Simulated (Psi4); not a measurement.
# PH3 (phosphine): B2PLYP/aug-cc-pVTZ (density fitting for correlation)

What is the energy change on altering one bond length of PH3 (phosphine) at B2PLYP/aug-cc-pVTZ (density fitting for correlation)? 

The results are computed with Psi4 1.11.

1 further run of the same task is left out (it didn't finish).

### 1 The system as given

The species is PH3 (4 atoms), meant as a singlet with charge 0. As SMILES, `P`. The coordinates come from a PBE0-D4/def2-TZVP relaxation.

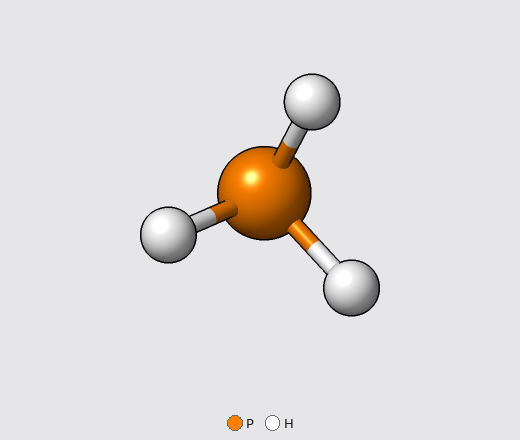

The structure, seen from a chosen angle (phosphorus orange, hydrogen white).

### 2 A single-point energy at B2PLYP/aug-cc-pVTZ (density fitting for correlation)

Contents of calc.inp:

```
memory 1600 mb

molecule {
  0 1
  P      0.65384524    -0.61699558    -0.62890085
  H      1.19222821    -0.06425069     1.94074873
  H     -1.90011962    -1.25288842    -0.10809233
  H      0.05423514     1.93413469    -1.20356657
  units au
  symmetry c1
  no_reorient
  no_com
}

set globals {
  basis                aug-cc-pVTZ
  reference            rks
  puream               true
  e_convergence        1e-09
  d_convergence        1e-08
  scf_type             pk
  dft_radial_points    99
  dft_spherical_points 590
  num_frozen_docc      5
}

energy('b2plyp')
```

The run is started by

```sh
psi4 -n 1 calc.inp calc.out
```

calc.out:

```text
[...]
  Running in c1 symmetry.
[...]
  Nuclear repulsion =   17.542621848700300
[...]
  Multiplicity = 1
[...]
  Nalpha       = 9
  Nbeta        = 9
[...]
    Number of basis functions: 119
[...]
   @RKS iter   1:  -342.93364841115033   -2.98548e-01   2.21194e-03 DIIS/ADIIS
[...]
   @RKS iter   8:  -342.96903421066230   -1.39835e-11   2.78097e-09 DIIS
[...]
    Orbital Energies [Eh]
    ---------------------
    Doubly Occupied:
       1A    -78.285108     2A     -6.941620     3A     -4.992314
       4A     -4.992314     5A     -4.989491     6A     -0.735211
       7A     -0.442308     8A     -0.442271     9A     -0.326528
[...]
  @RKS Final Energy:  -342.96903421066230
   => Energetics <=
    Nuclear Repulsion Energy =             17.5426218487002998
    One-Electron Energy =                -508.4445508450954208
    Two-Electron Energy =                 159.5339348150066598
    DFT Exchange-Correlation Energy =     -11.6010400292738574
    Empirical Dispersion Energy =           0.0000000000000000
    VV10 Nonlocal Energy =                  0.0000000000000000
    Total Energy =                       -342.9690342106623007
[...]
 Multipole Moments:
 ------------------------------------------------------------------------------------
     Multipole            Electronic (a.u.)      Nuclear  (a.u.)        Total (a.u.)
 ------------------------------------------------------------------------------------
 L = 1.  Multiply by 2.5417464519 to convert [e a0] to [Debye]
 Dipole X            :         -9.2982957            9.1540223           -0.1442734
 Dipole Y            :          8.7741232           -8.6379381            0.1361851
 Dipole Z            :          8.9431389           -8.8044229            0.1387159
 Magnitude           :                                                    0.2420812
[...]
```

It took 19 s on 1 thread of Intel Xeon Platinum 8259CL at 2.50GHz (Skylake/Cascade Lake), shared host; peak memory 0.9 GiB.

### 3 The distorted shape at the same level

Contents of h3p.in:

```
memory 1600 MB

molecule geom {
  0 1
  P      0.504648    -1.001493    -0.180752
  H      0.789548    -0.708993     1.179048
  H     -0.846852    -1.337993     0.094848
  H      0.028700     1.023500    -0.636900
  units angstrom
  symmetry c1
}

set {
  basis aug-cc-pVTZ
  puream true
  e_convergence 1e-09
  d_convergence 1e-08
  scf_type pk
  dft_radial_points 99
  dft_spherical_points 590
  num_frozen_docc 5
}

e, wfn = energy("b2plyp", return_wfn=True)
print_variables()
```

The run is started by

```sh
psi4 -n 1 h3p.in h3p.out
```

h3p.out:

```text
[...]
  Running in c1 symmetry.
[...]
  Nuclear repulsion =   15.569137306333705
[...]
  Multiplicity = 1
[...]
  Nalpha       = 9
  Nbeta        = 9
[...]
    Number of basis functions: 119
[...]
   @RKS iter   1:  -342.83734616910033   -3.96783e-01   2.32765e-03 ADIIS/DIIS
[...]
   @RKS iter  10:  -342.89045362248334   -2.39879e-11   3.66677e-09 DIIS
[...]
    Orbital Energies [Eh]
    ---------------------
    Doubly Occupied:
       1A    -78.326162     2A     -6.976506     3A     -5.027680
       4A     -5.026292     5A     -5.023929     6A     -0.721754
       7A     -0.455084     8A     -0.376529     9A     -0.322122
[...]
  @RKS Final Energy:  -342.89045362248334
   => Energetics <=
    Nuclear Repulsion Energy =             15.5691373063337046
    One-Electron Energy =                -504.1650145299624910
    Two-Electron Energy =                 157.2451606901153696
    DFT Exchange-Correlation Energy =     -11.5397370889699200
    Empirical Dispersion Energy =           0.0000000000000000
    VV10 Nonlocal Energy =                  0.0000000000000000
    Total Energy =                       -342.8904536224833350
[...]
 Multipole Moments:
 ------------------------------------------------------------------------------------
     Multipole            Electronic (a.u.)      Nuclear  (a.u.)        Total (a.u.)
 ------------------------------------------------------------------------------------
 L = 1.  Multiply by 2.5417464519 to convert [e a0] to [Debye]
 Dipole X            :          1.2886313           -1.3595593           -0.0709280
 Dipole Y            :         -2.0125384            1.7459926           -0.2665458
 Dipole Z            :         -0.7777198            1.0393602            0.2616404
 Magnitude           :                                                    0.3801751
[...]
```

It took 22 s on 1 thread of Intel Xeon Platinum 8259CL at 2.50GHz (Skylake/Cascade Lake), shared host; peak memory 0.9 GiB.

### 4 Summary of results

Level: B2PLYP/aug-cc-pVTZ (density fitting for correlation), 5 core orbitals frozen.

```
                                                         quantity          value
                                        first shape: total energy  -343.02683 Eh
                   first shape: HOMO energy (SCF part's orbitals)       -8.89 eV
                   first shape: LUMO energy (SCF part's orbitals)        0.17 eV
                 first shape: HOMO–LUMO gap (SCF part's orbitals)        9.06 eV
                                    distorted shape: total energy  -342.95198 Eh
               distorted shape: HOMO energy (SCF part's orbitals)       -8.77 eV
               distorted shape: LUMO energy (SCF part's orbitals)       -1.17 eV
             distorted shape: HOMO–LUMO gap (SCF part's orbitals)        7.60 eV
energy change with the P1–H4 bond stretched from 1.420 to 2.130 Å       2.037 eV
```

What this shows: With the P1–H4 bond stretched from 1.420 to 2.130 Å the energy rises by 2.04 eV (197 kJ/mol). The first shape isn't relaxed at this level, so the change isn't measured from a minimum.
